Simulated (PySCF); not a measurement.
# C3H4BN3O2: runs on many settings, part 2 of 2

PySCF 2.14.0. Atoms count from 0.

### 4 TDDFT and polarisability: B97-2/pcseg-1

The job: settings as JSON, then the geometry in Å.

```
{"job": {"kind": "uv", "xc": "B97-2", "basis": "pcseg-1", "nstates": 25, "ntriplets": 2, "tda": false, "scf": {"guess": "huckel", "level_shift": 0.2}}, "charge": 0, "multiplicity": 1}
O      2.376407     1.068429     0.155206
B      1.741878    -0.124674     0.123764
O      2.417274    -1.275751     0.184393
C      0.141909    -0.134901     0.010877
N     -0.563811    -1.263149    -0.025562
C     -1.871664    -1.127743    -0.120387
N     -2.525243     0.021910    -0.181454
C     -1.748223     1.090744    -0.138796
N     -0.433019     1.076488    -0.044534
H      1.788258     1.824792     0.104560
H      3.369158    -1.180785     0.249859
H     -2.464406    -2.034258    -0.150045
H     -2.232907     2.059386    -0.185609
```

Level: TDDFT B97-2/pcseg-1, vertical, gas phase, core orbitals frozen in the response.

Standard output:

```text
final grid: 121712 points
cycle   1  E = -454.8700449805  dE = -2.228e+00  |g| = 2.485e+00  |ddm| = 4.811e+00
cycle   2  E = -455.1891958855  dE = -3.192e-01  |g| = 2.185e+00  |ddm| = 3.042e+00
cycle   3  E = -456.0899805610  dE = -9.008e-01  |g| = 3.861e-01  |ddm| = 1.112e+00
cycle   4  E = -456.1294414123  dE = -3.946e-02  |g| = 6.284e-02  |ddm| = 3.320e-01
cycle   5  E = -456.1308862386  dE = -1.445e-03  |g| = 2.855e-02  |ddm| = 1.005e-01
cycle   6  E = -456.1311095378  dE = -2.233e-04  |g| = 1.646e-02  |ddm| = 3.899e-02
cycle   7  E = -456.1311733206  dE = -6.378e-05  |g| = 5.222e-03  |ddm| = 1.572e-02
cycle   8  E = -456.1311817633  dE = -8.443e-06  |g| = 1.711e-03  |ddm| = 6.479e-03
cycle   9  E = -456.1311830287  dE = -1.265e-06  |g| = 5.253e-04  |ddm| = 2.534e-03
cycle  10  E = -456.1311832126  dE = -1.839e-07  |g| = 1.984e-04  |ddm| = 1.040e-03
cycle  11  E = -456.1311832442  dE = -3.155e-08  |g| = 1.165e-04  |ddm| = 4.112e-04
cycle  12  E = -456.1311832516  dE = -7.425e-09  |g| = 3.917e-05  |ddm| = 2.004e-04
cycle  13  E = -456.1311832528  dE = -1.187e-09  |g| = 1.195e-05  |ddm| = 7.980e-05
cycle  14  E = -456.1311832529  dE = -1.679e-10  |g| = 6.334e-06  |ddm| = 2.960e-05
level shift removed, Fock matrix diagonalised once more
converged SCF energy = -456.1311832529

Static polarisability (au): isotropic 60.787, principal 33.271 68.808 80.281

Singlet excitations
state   eV       nm        f      main configurations
  1   3.9644    312.7   0.00153   H->L 0.97
  2   4.2800    289.7   0.00613   H-1->L 0.96
  3   4.4372    279.4   0.00304   H->L+1 0.98
  4   4.6960    264.0   0.00262   H-1->L+1 0.99
  5   6.1734    200.8   0.00055   H-4->L 0.40, H-3->L+1 0.33, H-2->L 0.22
  6   6.3805    194.3   0.01579   H-2->L 0.76, H-4->L 0.18
  7   6.6072    187.7   0.00020   H-5->L 0.98
  8   6.8211    181.8   0.04259   H-2->L+1 0.50, H-3->L 0.42
  9   6.9267    179.0   0.08989   H-2->L+1 0.44, H-3->L 0.38, H-4->L+1 0.15
 10   7.2237    171.6   0.00009   H-5->L+1 0.97
 11   7.2771    170.4   0.00003   H-7->L 0.56, H-6->L 0.41
 12   7.3965    167.6   0.00070   H-6->L 0.57, H-7->L 0.42
 13   7.7276    160.4   0.00009   H-7->L+1 0.67, H-6->L+1 0.14, H->L+3 0.13
 14   7.7773    159.4   0.29487   H-3->L+1 0.54, H-4->L 0.30
 15   7.8220    158.5   0.43650   H-4->L+1 0.66, H-3->L 0.10, H-8->L 0.10
 16   8.0726    153.6   0.00001   H->L+3 0.81, H-6->L+1 0.10
 17   8.1819    151.5   0.00018   H-6->L+1 0.75, H-7->L+1 0.21
 18   8.2261    150.7   0.00867   H->L+2 0.82, H-8->L 0.13
 19   8.3277    148.9   0.00021   H-1->L+3 0.90
 20   8.3484    148.5   0.00738   H-8->L 0.70, H->L+2 0.12
 21   8.5220    145.5   0.04222   H-1->L+2 0.85
 22   8.6827    142.8   0.00057   H-9->L 0.95
 23   8.7874    141.1   0.00931   H->L+4 0.70, H-8->L+1 0.17, H->L+5 0.08
 24   8.8066    140.8   0.03147   H-8->L+1 0.80, H->L+4 0.15
 25   8.9906    137.9   0.00142   H-10->L 0.88

Triplet excitations (Tamm-Dancoff, eV): 3.5871 3.8717
```

It took 22 s on 1 thread of Intel Xeon 6975P-C, shared host; peak memory 0.78 GiB.

The orbitals next to the gap, with their largest atomic shares:

```tsv
orbital	eV	atoms
HOMO−3	-9.45	N6 34 %, C3 22 %, N4 17 %
HOMO−2	-9.26	O0 48 %, O2 40 %
HOMO−1	-7.85	N8 40 %, N6 30 %, C7 8 %
HOMO	-7.57	N4 50 %, N6 19 %, N8 9 %
LUMO	-2.16	C3 32 %, N6 20 %, B1 10 %
LUMO+1	-1.65	C7 30 %, C5 27 %, N4 19 %
LUMO+2	1.45	H10 52 %, H9 16 %, O2 11 %
```

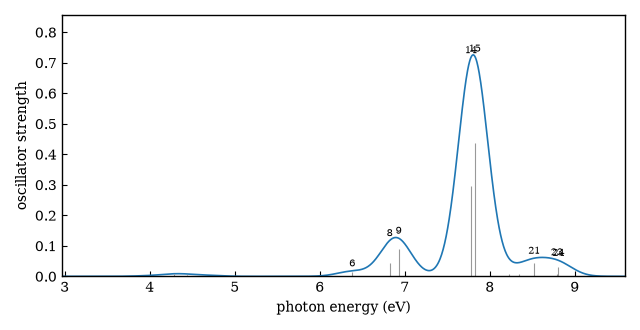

Absorption spectrum from the 25 singlet states computed; above the last one it falls off for lack of states. Lines are broadened to a width of 0.40 eV (Gaussian).

Further results of this job:

```tsv
property	computed
dipole moment (D)	1.20
polarisability (Å³)	9.01
HOMO–LUMO gap (eV)	5.41
−ε(HOMO) (eV)	7.57
```

### 5 Shielding tensors: PBE0/pcSseg-1

The job, as its differences from that of step 4:

```diff
@@ -1,2 +1,2 @@
-{"job": {"kind": "uv", "xc": "B97-2", "basis": "pcseg-1", "nstates": 25, "ntriplets": 2, "tda": false, "scf": {"guess": "huckel", "level_shift": 0.2}}, "charge": 0, "multiplicity": 1}
+{"job": {"kind": "nmr", "xc": "PBE0", "basis": "pcSseg-1", "pop": false, "scf": {"aux": "def2-universal-jkfit"}}, "charge": 0, "multiplicity": 1}
 O      2.376407     1.068429     0.155206
```

Method: GIAO PBE0/pcSseg-1 NMR shielding, non-relativistic, gas phase.

Standard output:

```text
final grid: 121712 points
cycle   1  E = -455.6736367925  dE =  1.835e+00  |g| = 9.280e-01  |ddm| = 3.429e+00
cycle   2  E = -455.5245401200  dE =  1.491e-01  |g| = 1.306e+00  |ddm| = 1.364e+00
cycle   3  E = -455.8300866476  dE = -3.055e-01  |g| = 7.701e-02  |ddm| = 8.132e-01
cycle   4  E = -455.8307460178  dE = -6.594e-04  |g| = 5.247e-02  |ddm| = 9.298e-02
cycle   5  E = -455.8313569114  dE = -6.109e-04  |g| = 1.682e-02  |ddm| = 5.214e-02
cycle   6  E = -455.8314193689  dE = -6.246e-05  |g| = 4.343e-03  |ddm| = 1.476e-02
cycle   7  E = -455.8314231493  dE = -3.780e-06  |g| = 1.179e-03  |ddm| = 3.501e-03
cycle   8  E = -455.8314234294  dE = -2.801e-07  |g| = 2.343e-04  |ddm| = 8.430e-04
cycle   9  E = -455.8314234415  dE = -1.209e-08  |g| = 6.644e-05  |ddm| = 2.181e-04
cycle  10  E = -455.8314234421  dE = -6.603e-10  |g| = 3.988e-05  |ddm| = 7.254e-05
cycle  11  E = -455.8314234425  dE = -3.023e-10  |g| = 1.239e-05  |ddm| = 3.424e-05
converged SCF energy = -455.8314234425

GIAO shielding tensors (ppm)
atom      isotropic    diamagn.    paramagn.     s11        s22        s33       span
  0 O      214.714     387.642    -172.928     77.807    262.296    304.037    226.230
  1 B       77.098     194.457    -117.359     52.551     86.760     91.983     39.432
  2 O      223.148     384.438    -161.290    115.440    256.997    297.008    181.569
  3 C        3.646     256.428    -252.782    -87.227    -41.451    139.616    226.844
  4 N      -69.820     331.898    -401.718   -317.020   -179.904    287.464    604.484
  5 C       14.441     252.473    -238.032    -88.909      3.667    128.565    217.474
  6 N      -51.444     334.032    -385.475   -270.717   -167.173    283.558    554.275
  7 C       15.847     251.809    -235.962    -86.942      6.624    127.860    214.802
  8 N      -57.638     335.618    -393.256   -261.837   -190.623    279.546    541.383
  9 H       24.862      32.912      -8.050     16.692     23.182     34.713     18.021
 10 H       26.898      28.427      -1.529     20.742     23.397     36.554     15.812
 11 H       22.095      29.017      -6.922     17.505     22.985     25.795      8.290
 12 H       22.272      29.386      -7.114     17.452     23.190     26.175      8.723
```

Run time: 13 s. Hardware: 1 thread of Intel Xeon 6975P-C, shared host; peak memory 0.73 GiB.

This run: δ C3 183.3, C5 171.8, O0 117.1, B1 23.0, H11 9.53, H9 5.84 ppm (means over like atoms).

### 6 Shielding tensors: HCTH407/pcSseg-1

The job, as its differences from that of step 5:

```diff
@@ -1,2 +1,2 @@
-{"job": {"kind": "nmr", "xc": "PBE0", "basis": "pcSseg-1", "pop": false, "scf": {"aux": "def2-universal-jkfit"}}, "charge": 0, "multiplicity": 1}
+{"job": {"kind": "nmr", "xc": "HCTH407", "basis": "pcSseg-1", "pop": true}, "charge": 0, "multiplicity": 1}
 O      2.376407     1.068429     0.155206
```

With the program's defaults for keys left out, this is: GIAO HCTH407/pcSseg-1 NMR shielding, non-relativistic, gas phase.

Standard output:

```text
coarse grid: 12184 points
cycle   1  E = -455.9441414600  dE =  1.624e+00  |g| = 1.099e+00  |ddm| = 3.485e+00
cycle   2  E = -455.3679518176  dE =  5.762e-01  |g| = 2.007e+00  |ddm| = 2.204e+00
cycle   3  E = -456.1561404214  dE = -7.882e-01  |g| = 1.756e-01  |ddm| = 1.574e+00
cycle   4  E = -456.1608845155  dE = -4.744e-03  |g| = 1.151e-01  |ddm| = 2.335e-01
cycle   5  E = -456.1632568238  dE = -2.372e-03  |g| = 5.771e-02  |ddm| = 1.269e-01
cycle   6  E = -456.1640695951  dE = -8.128e-04  |g| = 1.111e-02  |ddm| = 5.189e-02
cycle   7  E = -456.1640906014  dE = -2.101e-05  |g| = 5.322e-03  |ddm| = 1.036e-02
cycle   8  E = -456.1640961716  dE = -5.570e-06  |g| = 1.145e-03  |ddm| = 3.887e-03
final grid: 121712 points
cycle   9  E = -456.2344662948  dE = -1.360e-04  |g| = 8.285e-03  |ddm| = 5.412e-02
cycle  10  E = -456.2344340947  dE =  3.220e-05  |g| = 1.538e-02  |ddm| = 1.526e-02
cycle  11  E = -456.2344787183  dE = -4.462e-05  |g| = 2.218e-03  |ddm| = 1.065e-02
cycle  12  E = -456.2344795942  dE = -8.759e-07  |g| = 1.151e-03  |ddm| = 2.493e-03
cycle  13  E = -456.2344798960  dE = -3.017e-07  |g| = 2.849e-04  |ddm| = 1.060e-03
cycle  14  E = -456.2344799125  dE = -1.654e-08  |g| = 1.036e-04  |ddm| = 2.533e-04
cycle  15  E = -456.2344799145  dE = -1.982e-09  |g| = 1.635e-05  |ddm| = 7.188e-05
cycle  16  E = -456.2344799145  dE = -3.979e-11  |g| = 6.672e-06  |ddm| = 1.371e-05
converged SCF energy = -456.2344799145

GIAO shielding tensors (ppm)
atom      isotropic    diamagn.    paramagn.     s11        s22        s33       span
  0 O      210.732     387.811    -177.079     75.281    258.122    298.792    223.512
  1 B       76.408     196.268    -119.861     52.399     86.803     90.021     37.621
  2 O      220.606     384.060    -163.454    117.553    253.095    291.170    173.617
  3 C        7.562     256.827    -249.264    -77.866    -33.445    133.999    211.865
  4 N      -62.311     332.093    -394.403   -309.836   -158.418    281.322    591.159
  5 C       17.518     253.264    -235.746    -79.794     10.674    121.675    201.469
  6 N      -44.784     334.154    -378.938   -264.924   -146.584    277.158    542.082
  7 C       19.002     252.676    -233.674    -77.739     13.873    120.872    198.611
  8 N      -50.374     335.367    -385.741   -255.222   -169.297    273.397    528.619
  9 H       24.871      33.413      -8.543     17.069     23.282     34.262     17.193
 10 H       27.012      28.669      -1.657     21.361     23.593     36.081     14.720
 11 H       22.113      29.349      -7.235     17.571     22.900     25.870      8.299
 12 H       22.291      29.762      -7.472     17.495     23.098     26.278      8.783
```

It took 23 s on 1 thread of Intel Xeon 6975P-C, shared host; peak memory 0.65 GiB.

This run: δ C3 176.1, C5 165.4, O0 118.5, B1 20.8, H11 9.47, H9 5.73 ppm (means over like atoms).

### 7 Side by side: NMR shifts

Shifts (ppm) of some atoms, chosen among heavy atoms and hydrogens apart, means over like atoms, with basis size and wall time:

```tsv
run	C3	C5	H11	H9	O0	N4	N6	functions	time
X3LYP/pcSseg-1	184.4	172.4	9.42	5.79	119.6	338.2	326.5	173	15 s
PBE0/pcSseg-1	183.3	171.8	9.53	5.84	117.1	331.5	319.2	173	13 s
HCTH407/pcSseg-1	176.1	165.4	9.47	5.73	118.5	322.5	311.0	173	23 s
```

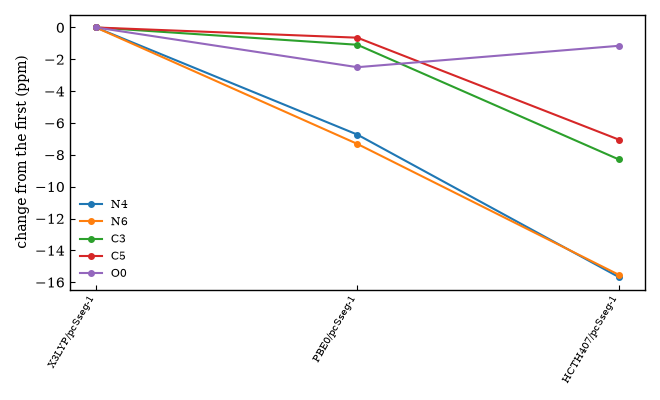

How five of the tabulated atoms move from run to run.

### 8 Outcome

This closing draws on all 2 parts.

| quantity | value |
| --- | --- |
| 13C shifts against TMS (X3LYP/pcSseg-1, means over atoms taken as alike) | 184.4, 172.4 ppm |
| 1H shifts against TMS (X3LYP/pcSseg-1, means over atoms taken as alike) | 9.42, 5.79 ppm |
| 17O shifts against H2O (X3LYP/pcSseg-1, means over atoms taken as alike) | 119.6 ppm |
| 11B shifts against BF3·OEt2 (X3LYP/pcSseg-1) | 23.1 ppm |
| 15N shifts against NH3 (X3LYP/pcSseg-1, means over atoms taken as alike) | 338.2, 326.5 ppm |
| lowest singlet (B97-2/pcseg-1) | 3.96 eV (313 nm), f = 0.002 |
| brightest single state of those computed | state 15, 7.82 eV, f = 0.436 |
| lowest triplet | 3.59 eV |
| range of the shift of N4 | 322.5 to 338.2 ppm |
| property runs in this session | 5, of which 0 failed and 1 gave unsound results |

**Reading.** Single values in the summary come from the first run of each kind that ended normally (X3LYP/pcSseg-1; B97-2/pcseg-1), which need not be the best level. NICS(1)zz of -26 ppm above the planar ring from C3 marks a diatropic (aromatic) ring current. The lowest singlet, at 3.96 eV, is HOMO→LUMO 0.97 and is weak; of the 25 states computed, the strongest absorption comes from state 15 at 7.82 eV. The lowest triplet lies 0.38 eV below the lowest singlet (triplets in Tamm-Dancoff, singlets in full TDDFT). States above −ε(HOMO) lie where TDDFT describes them poorly and they hang on the basis; the brightest is among them. The basis of B97-2/pcseg-1 has no diffuse functions, so Rydberg states are missing and the high states are unreliable. Across the 3 runs the shift of N4 (with its like atoms) moves most, between 322.5 (HCTH407/pcSseg-1) and 338.2 ppm (X3LYP/pcSseg-1).
